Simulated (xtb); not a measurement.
# Calculation of the molecule and its ions, with input and output: HfNH3Cl2O

The run: calculation of the molecule and its ions of HfNH3Cl2O. Method and program: GFN2-xTB, GBSA solvent cs2 (xtb 6.7.1).

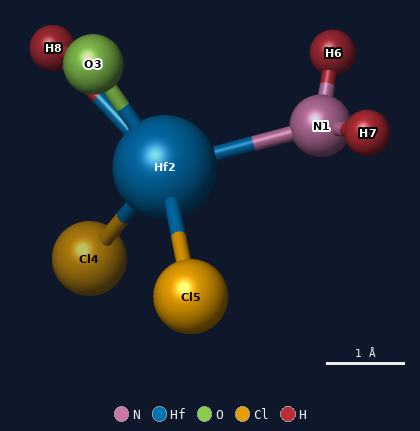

The structure as given in the input (ball-and-stick view, seen at a tilt; atoms are numbered from 1 in the order of the input). Sticks mark near contacts. Bond lengths as drawn: Cl–Hf 2.25 to 2.45 Å, Hf–N 2.09 Å, Hf–O 1.63 Å, H–Hf 2.19 Å, H–N 1.02 Å and H–O 0.96 Å.

The input (geo.gen):
```
8 C
 N Hf O Cl H
   1  1      1.05743000      0.48132000      1.01976000
   2  2     -0.30066500     -0.02305700     -0.48655300
   3  3     -1.25472000     -1.25355000      0.00307000
   4  4     -1.67943000      1.53607000     -1.33039000
   5  4      1.38898000     -0.27749000     -2.23802000
   6  5      0.72678000      0.27600000      1.96492000
   7  5      2.01521000      0.12602000      0.96755000
   8  5     -2.16024000     -0.97061000      0.17297000
```

Hardware: 1 thread of Arm Neoverse N1, 98 GiB of memory available, shared host.

Launch command:
```bash
xtb geo.gen --norestart --json --gfn 2 --gbsa cs2 reference --chrg 0 --vip > xtb.out
```

Log:
```
* xtb version 6.7.1
   ID    Z sym.   atoms
    1    7 N      1
    2   72 Hf     2
    3    8 O      3
    4   17 Cl     4, 5
    5    1 H      6-8

           -------------------------------------------------
          |                Calculation Setup                |
           -------------------------------------------------

          program call               : xtb geo.gen --norestart --json --gfn 2 --gbsa cs2 reference --chrg 0 --vip
          coordinate file            : geo.gen
          omp threads                :                     1

           -------------------------------------------------
          |                 G F N 2 - x T B                 |
           -------------------------------------------------

      * Hamiltonian:
        H0-scaling (s, p, d)           1.850000    2.230000    2.230000
        zeta-weighting                 0.500000
      * Dispersion:
        s8                             2.700000
        a1                             0.520000
        a2                             5.000000
        s9                             5.000000
      * Repulsion:
        kExp                           1.500000    1.000000
        rExp                           1.000000
      * Coulomb:
        alpha                          2.000000
        third order                    shell-resolved
        anisotropic                    true
        a3                             3.000000
        a5                             4.000000
        cn-shift                       1.200000
        cn-exp                         4.000000
        max-rad                        5.000000

      * Solvation model:               GBSA
        Solvent                        cs2
        Parameter file                 internal GFN2-xTB/GBSA
        Dielectric constant                2.6400E+00
        Reference state                gsolv=reference [X=1]
        Free energy shift                  3.7878E-03 Eh       2.3769E+00 kcal/mol
        Temperature                        2.9815E+02 K
        Density                            1.2600E+00 kg/L
        Solvent mass                       7.6140E+01 g/mol
        Interaction kernel             Still
        Born radius scaling (c1)           1.4064E+00
        Born radii integrator          GBOBC
        Born offset                        1.6537E-03 a0       3.1251E-03 AA
        H-bond correction              false
        Ion screening                  false
        Surface tension                    1.0000E-05 Eh       1.5569E+01 dyn/cm
        Grid points                               230 per atom

          ...................................................
          :                      SETUP                      :
          :.................................................:
          :  # basis functions                  41          :
          :  # atomic orbitals                  38          :
          :  # shells                           16          :
          :  # electrons                        32          :
          :  max. iterations                   250          :
          :  Hamiltonian                  GFN2-xTB          :
          :  restarted?                      false          :
          :  GBSA solvation                   true          :
          :  PC potential                    false          :
          :  electronic temp.          300.0000000     K    :
          :  accuracy                    1.0000000          :
          :  -> integral cutoff          0.2500000E+02      :
          :  -> integral neglect         0.1000000E-07      :
          :  -> SCF convergence          0.1000000E-05 Eh   :
          :  -> wf. convergence          0.1000000E-03 e    :
          :  Broyden damping             0.4000000          :
          :  net charge                          0          :
          :  unpaired electrons                  0          :
          ...................................................

 iter      E             dE          RMSdq      gap      omega  full diag
   1     -7.6787287 -0.767873E+01  0.332E+01    0.40       0.0  T
   2    -15.8062325 -0.812750E+01  0.227E+01   11.03       1.0  T
   3    -17.6516927 -0.184546E+01  0.150E+01    7.81       1.0  T
   4    -18.6979124 -0.104622E+01  0.110E+01    4.41       1.0  T
   5    -18.6443120  0.536004E-01  0.108E+01    4.70       1.0  T
   6    -16.8854373  0.175887E+01  0.189E+01    0.24       1.0  T
   7    -16.5868627  0.298575E+00  0.205E+01    0.26       1.0  T
   8    -16.9784495 -0.391587E+00  0.191E+01    0.23       1.0  T
   9    -17.2711450 -0.292695E+00  0.187E+01    0.21       1.0  T
  10    -18.9113570 -0.164021E+01  0.862E+00    0.46       1.0  T
  11    -18.9355992 -0.242422E-01  0.833E+00    0.49       1.0  T
  12    -19.2614537 -0.325854E+00  0.435E+00    1.30       1.0  T
  13    -19.2811455 -0.196919E-01  0.385E+00    1.56       1.0  T
  14    -19.3154474 -0.343019E-01  0.324E+00    2.22       1.0  T
  15    -19.3172306 -0.178317E-02  0.332E+00    2.40       1.0  T
  16    -19.3077942  0.943644E-02  0.368E+00    2.31       1.0  T
  17    -19.3155918 -0.779766E-02  0.442E+00    2.78       1.0  T
  18    -19.3045177  0.110741E-01  0.423E+00    2.95       1.0  T
  19    -19.3181402 -0.136225E-01  0.343E+00    2.87       1.0  T
  20    -19.3191601 -0.101994E-02  0.336E+00    2.88       1.0  T
  21    -19.3229975 -0.383740E-02  0.220E+00    2.78       1.0  T
  22    -19.3259392 -0.294166E-02  0.167E+00    2.63       1.0  T
  23    -19.3285058 -0.256662E-02  0.896E-01    2.54       1.0  T
  24    -19.3292084 -0.702627E-03  0.757E-01    2.57       1.0  T
  25    -19.3304981 -0.128972E-02  0.620E-01    2.57       1.0  T
  26    -19.3310897 -0.591594E-03  0.485E-01    2.55       1.0  T
  27    -19.3314038 -0.314086E-03  0.356E-01    2.52       1.0  T
  28    -19.3315349 -0.131133E-03  0.270E-01    2.50       1.0  T
  29    -19.3316374 -0.102443E-03  0.211E-01    2.47       1.0  T
  30    -19.3317480 -0.110627E-03  0.109E-01    2.44       1.0  T
  31    -19.3317694 -0.213631E-04  0.442E-02    2.42       1.0  T
  32    -19.3317690  0.350128E-06  0.270E-02    2.42       1.3  T
  33    -19.3317686  0.475331E-06  0.186E-02    2.42       1.9  T
  34    -19.3317690 -0.452847E-06  0.138E-02    2.42       2.6  T
  35    -19.3317692 -0.177194E-06  0.107E-02    2.42       3.3  T
  36    -19.3317694 -0.242229E-06  0.489E-03    2.42       7.2  T
  37    -19.3317695 -0.215276E-07  0.342E-03    2.42      10.3  T
  38    -19.3317695 -0.306723E-07  0.681E-04    2.42      51.9  T
  39    -19.3317695 -0.304215E-09  0.251E-04    2.42     140.6  T

   *** convergence criteria satisfied after 39 iterations ***

         #    Occupation            Energy/Eh            Energy/eV
      -------------------------------------------------------------
         1        2.0000           -1.0923774             -29.7251
       ...           ...                  ...                  ...
        10        2.0000           -0.4652437             -12.6599
        11        2.0000           -0.4585770             -12.4785
        12        2.0000           -0.4510913             -12.2748
        13        2.0000           -0.4416699             -12.0184
        14        2.0000           -0.4349642             -11.8360
        15        2.0000           -0.4333043             -11.7908
        16        2.0000           -0.4020158             -10.9394 (HOMO)
        17                         -0.3129036              -8.5145 (LUMO)
        18                         -0.3021423              -8.2217
        19                         -0.2827980              -7.6953
        20                         -0.2711445              -7.3782
        21                         -0.2484507              -6.7607
       ...                                ...                  ...
        38                          0.8182472              22.2656
      -------------------------------------------------------------
                  HL-Gap            0.0891123 Eh            2.4249 eV
             Fermi-level           -0.3574597 Eh           -9.7270 eV

 SCC (total)                   0 d,  0 h,  0 min,  0.023 sec
 SCC setup                      ...        0 min,  0.000 sec (  1.251%)
 Dispersion                     ...        0 min,  0.000 sec (  0.173%)
 classical contributions        ...        0 min,  0.000 sec (  0.038%)
 integral evaluation            ...        0 min,  0.002 sec (  6.654%)
 iterations                     ...        0 min,  0.018 sec ( 79.294%)
 molecular gradient             ...        0 min,  0.003 sec ( 11.754%)
 printout                       ...        0 min,  0.000 sec (  0.756%)

         :::::::::::::::::::::::::::::::::::::::::::::::::::::
         ::                     SUMMARY                     ::
         :::::::::::::::::::::::::::::::::::::::::::::::::::::
         :: total energy             -19.221245859981 Eh    ::
         :: w/o Gsasa/hb/shift       -19.214523898978 Eh    ::
         :: gradient norm              0.232534208134 Eh/a0 ::
         :: HOMO-LUMO gap              2.424868050307 eV    ::
         ::.................................................::
         :: SCC energy               -19.331757866754 Eh    ::
         :: -> isotropic ES            0.052977172198 Eh    ::
         :: -> anisotropic ES         -0.003231885445 Eh    ::
         :: -> anisotropic XC         -0.003417017058 Eh    ::
         :: -> dispersion             -0.005026281421 Eh    ::
         :: -> Gsolv                  -0.011033659934 Eh    ::
         ::    -> Gelec               -0.004311698931 Eh    ::
         ::    -> Gsasa               -0.010509725836 Eh    ::
         ::    -> Ghb                  0.000000000000 Eh    ::
         ::    -> Gshift               0.003787764833 Eh    ::
         :: repulsion energy           0.110512006773 Eh    ::
         :: add. restraining           0.000000000000 Eh    ::
         :: total charge               0.000000000001 e     ::
         :::::::::::::::::::::::::::::::::::::::::::::::::::::

           -------------------------------------------------
          |        vertical delta SCC IP calculation        |
           -------------------------------------------------

 iter      E             dE          RMSdq      gap      omega  full diag
   1    -18.7606767 -0.187607E+02  0.407E+00    2.42       0.0  T
   2    -18.7546265  0.605014E-02  0.620E+00    2.63       1.0  T
   3    -18.7985473 -0.439208E-01  0.418E+00    2.97       1.0  T
   4    -18.8167513 -0.182041E-01  0.282E+00    3.01       1.0  T
   5    -18.8303642 -0.136129E-01  0.233E+00    3.33       1.0  T
   6    -18.8582194 -0.278552E-01  0.105E+00    3.25       1.0  T
   7    -18.8570678  0.115156E-02  0.907E-01    3.31       1.0  T
   8    -18.8388167  0.182511E-01  0.185E+00    3.40       1.0  T
   9    -18.8548386 -0.160219E-01  0.963E-01    3.43       1.0  T
  10    -18.8596945 -0.485588E-02  0.458E-01    3.40       1.0  T
  11    -18.8515991  0.809535E-02  0.121E+00    3.45       1.0  T
  12    -18.8607228 -0.912366E-02  0.210E-01    3.42       1.0  T
  13    -18.8571859  0.353693E-02  0.740E-01    3.40       1.0  T
  14    -18.8585643 -0.137846E-02  0.598E-01    3.40       1.0  T
  15    -18.8605552 -0.199084E-02  0.245E-01    3.41       1.0  T
  16    -18.8605234  0.317579E-04  0.247E-01    3.41       1.0  T
  17    -18.8608786 -0.355167E-03  0.462E-02    3.42       1.0  T
  18    -18.8608791 -0.566363E-06  0.284E-02    3.42       1.2  T
  19    -18.8608552  0.239084E-04  0.635E-02    3.42       1.0  T
  20    -18.8608763 -0.210758E-04  0.301E-02    3.42       1.2  T
  21    -18.8608818 -0.550808E-05  0.783E-03    3.42       4.5  T
  22    -18.8608821 -0.258600E-06  0.295E-03    3.42      12.0  T
  23    -18.8608821 -0.377473E-07  0.146E-03    3.42      24.2  T
  24    -18.8608821  0.641988E-07  0.352E-03    3.42      10.0  T
  25    -18.8608821 -0.775121E-07  0.439E-04    3.42      80.6  T
  26    -18.8608821  0.157307E-08  0.536E-04    3.42      65.9  T
     SCC iter.                  ...        0 min,  0.011 sec
     gradient                   ...        0 min,  0.003 sec
------------------------------------------------------------------------
empirical IP shift (eV):    4.8455
delta SCC IP (eV):    7.9680
------------------------------------------------------------------------
           -------------------------------------------------
          |                Property Printout                |
           -------------------------------------------------

    * Orbital Energies and Occupations

         #    Occupation            Energy/Eh            Energy/eV
      -------------------------------------------------------------
         1        2.0000           -1.1755303             -31.9878
       ...           ...                  ...                  ...
         4        2.0000           -0.7601119             -20.6837
         5        2.0000           -0.6797398             -18.4967
         6        2.0000           -0.6385799             -17.3766
         7        2.0000           -0.6255986             -17.0234
         8        2.0000           -0.5866231             -15.9628
         9        2.0000           -0.5691024             -15.4861
        10        2.0000           -0.5577917             -15.1783
        11        2.0000           -0.5445612             -14.8183
        12        2.0000           -0.5400659             -14.6959
        13        1.9999           -0.5367236             -14.6050
        14        1.8770           -0.5301643             -14.4265
        15        1.8271           -0.5297858             -14.4162
        16        1.2961           -0.5274756             -14.3533 (HOMO)
        17                         -0.4018375             -10.9346 (LUMO)
        18                         -0.3905946             -10.6286
        19                         -0.3691610             -10.0454
        20                         -0.3578698              -9.7381
        21                         -0.3382603              -9.2045
        22                         -0.1466252              -3.9899
        23                         -0.0838142              -2.2807
        24                         -0.0781354              -2.1262
        25                         -0.0763960              -2.0788
        26                         -0.0762623              -2.0752
        27                         -0.0753304              -2.0498
       ...                                ...                  ...
        38                          0.7253309              19.7373
      -------------------------------------------------------------
                  HL-Gap            0.1256382 Eh            3.4188 eV
             Fermi-level           -0.4964775 Eh          -13.5098 eV

     #   Z          covCN         q      C6AA      α(0)
     1   7          2.462    -0.332    28.618     7.944
     2  72          3.458     1.026   135.700    25.075
     3   8          1.504    -0.524    23.535     6.542
     4  17          0.731    -0.077   101.294    15.394
     5  17          0.725    -0.015    99.379    15.248
     6   1          0.880     0.263     0.833     1.429
     7   1          0.869     0.267     0.819     1.417
     8   1          1.334     0.392     0.487     1.090

 Mol. C6AA /au·bohr⁶  :       1922.646353
 Mol. C8AA /au·bohr⁸  :     119357.582183
 Mol. α(0) /au        :         74.139927

Wiberg/Mayer (AO) data.
largest (>0.10) Wiberg bond orders for each atom

 ---------------------------------------------------------------------------
     #   Z sym  total        # sym  WBO       # sym  WBO       # sym  WBO
 ---------------------------------------------------------------------------
     1   7      3.010 --     7      0.880     6      0.877     2      0.865
                             5      0.194     4      0.113
     2  72      4.008 --     3      1.195     4      0.998     1      0.865
                             5      0.808
     3   8      2.220 --     2      1.195     8      0.789
     4  17      1.317 --     2      0.998     5      0.114     1      0.113
     5  17      1.190 --     2      0.808     1      0.194     4      0.114
     6   1      0.931 --     1      0.877
     7   1      0.929 --     1      0.880
     8   1      0.846 --     3      0.789
 ---------------------------------------------------------------------------

Topologies differ in total number of bonds
Writing topology from bond orders to xtbtopo.mol

molecular dipole:
                 x           y           z       tot (Debye)
 q only:       -0.022       0.159       0.264
   full:       -0.341       0.129       0.106       0.966
molecular quadrupole (traceless):
                xx          xy          yy          xz          yz          zz
 q only:        5.595       0.869      -7.218       2.240       0.580       1.623
  q+dip:        5.726      -0.196      -8.440       4.003      -0.515       2.714
   full:        5.133      -0.562      -7.455       3.054      -0.300       2.322

           -------------------------------------------------
          | TOTAL ENERGY              -18.750358506517 Eh   |
          | GRADIENT NORM               0.216338100020 Eh/α |
          | HOMO-LUMO GAP               3.418789175198 eV   |
           -------------------------------------------------

------------------------------------------------------------------------
------------------------------------------------------------------------
 total:
 *  cpu-time:     0 d,  0 h,  0 min,  0.049 sec
 * ratio c/w:     0.994 speedup
 SCF:
 *  cpu-time:     0 d,  0 h,  0 min,  0.038 sec
 * ratio c/w:     0.996 speedup
```

Key numbers:

| quantity | value |
| --- | --- |
| outcome | converged |
| electrons treated | 32 |
| total energy | −19.221246 hartree |
| dispersion energy | −0.005026 hartree |
| solvation energy | −0.011034 hartree |
| basis functions | 41 |
| peak memory | 0.071 GiB |
